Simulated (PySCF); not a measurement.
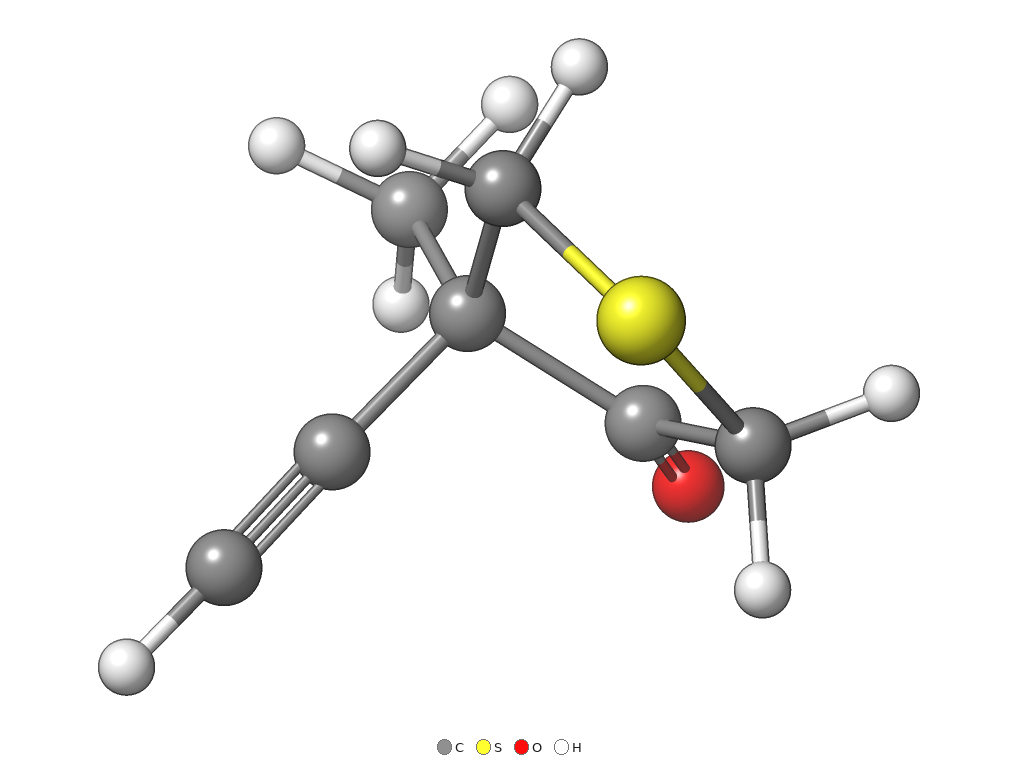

The picture shows a molecular structure as a ball-and-stick model. Multiple sticks mark multiple bonds (one Kekulé form).

The computed structure is the end point of a GFN2-xTB optimisation. No frequency run is at hand to confirm it as a minimum.

**Which formula does it have?**

C7H8OS, 17 atoms: 7 carbon, 8 hydrogen, 1 oxygen and 1 sulfur.

**Name functional groups in it.**

Among them: ketone, alkyne, thioether.

**Give a SMILES string for it.**

C#C[C@@]1(C)CSCC1=O

More results for the same structure follow; atom numbers are the same in all pictures, views and colours differ.

### Geometry

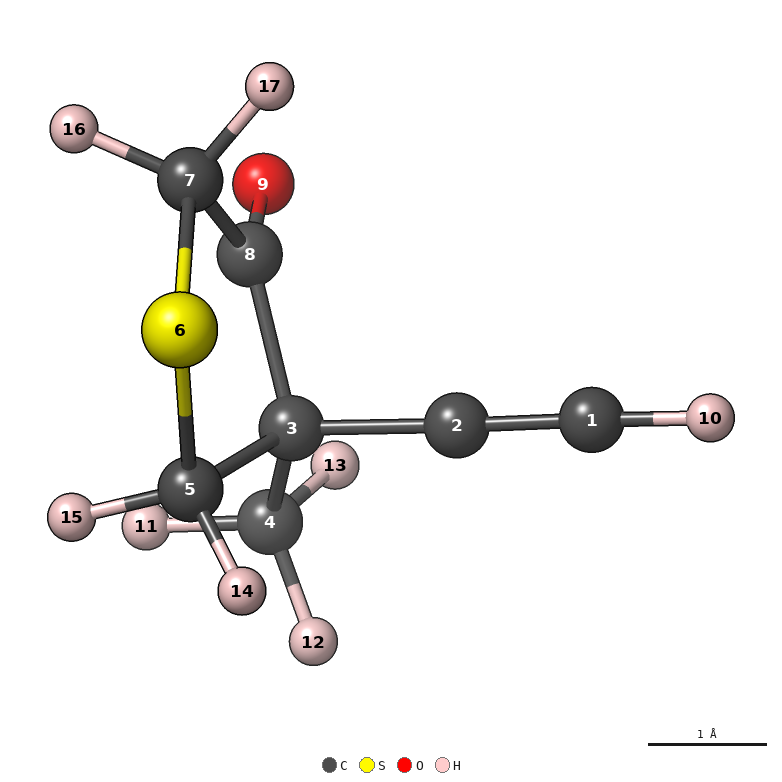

Atoms carry their numbers in the input. No frequency run is at hand to confirm it as a minimum.

Give these bond angles: C1–C2–C3, C2–C3–C5, C3–C4–H11, C3–C5–S6, C3–C8–O9, C5–C3–C8, C5–S6–C7, S6–C5–H14, S6–C5–H15, S6–C7–C8, S6–C7–H17, C8–C7–H17.

| angle | degrees |
| --- | --- |
| C1–C2–C3 | 178.4 |
| C2–C3–C5 | 110.2 |
| C3–C4–H11 | 110.2 |
| C3–C5–S6 | 106.3 |
| C3–C8–O9 | 124.7 |
| C5–C3–C8 | 107.1 |
| C5–S6–C7 | 92.4 |
| S6–C5–H14 | 107.9 |
| S6–C5–H15 | 108.9 |
| S6–C7–C8 | 109.0 |
| S6–C7–H17 | 109.4 |
| C8–C7–H17 | 110.3 |

### NMR shielding

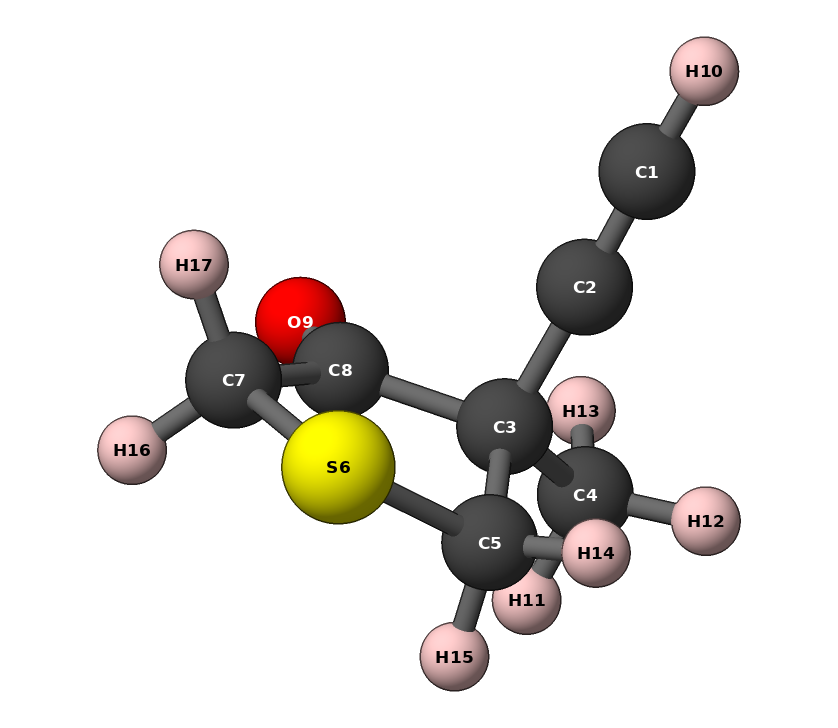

No frequency run is at hand to confirm it as a minimum. Method: GIAO PBE0/pcSseg-1 NMR shielding, non-relativistic, gas phase (PySCF 2.14.0). Principal shieldings σ11 ≤ σ22 ≤ σ33, span Ω = σ33 − σ11, skew κ = 3(σiso − σ22)/Ω.

Give the shielding tensors of the O atoms.

```tsv
atom	σ11	σ22	σ33	σiso	Ω	κ
O9	−860.8	−405.8	366.7	−299.9	1227.5	0.26
```

Shieldings and span in ppm.

### Electronic properties

No frequency run is at hand to confirm it as a minimum. Method: PBE0/def2-SVPD, gas phase (PySCF 2.14.0). Excitations: vertical, linear response.

Predict the main results.

- dipole moment: 1.62 D
- HOMO energy (Kohn–Sham orbital): −6.68 eV
- LUMO energy (Kohn–Sham orbital): −1.30 eV
- HOMO–LUMO gap: 5.39 eV
- mean static polarisability: 97.8 bohr³
- lowest vertical singlet excitation: 4.15 eV
- its oscillator strength: 0.003
- brightest of the 6 lowest singlets: 6.05 eV
- its oscillator strength: 0.02

### Quadrupole coupling

No frequency run is at hand to confirm it as a minimum. Electric field gradients from the ground-state density, PBE0/pcSseg-1 (PySCF 2.14.0), non-relativistic apart from any core potentials.

Give the largest field-gradient component, the quadrupole coupling constant and the asymmetry for 33S at S6 (Q = −67.81 mb), 17O at O9 (Q = −25.6 mb).

```json
{"atom": "S6", "V_zz (a.u.)": "−3.227", "e²qQ/h (MHz)": "51.4", "η": "0.58"}
{"atom": "O9", "V_zz (a.u.)": "−1.879", "e²qQ/h (MHz)": "11.30", "η": "0.50"}
```
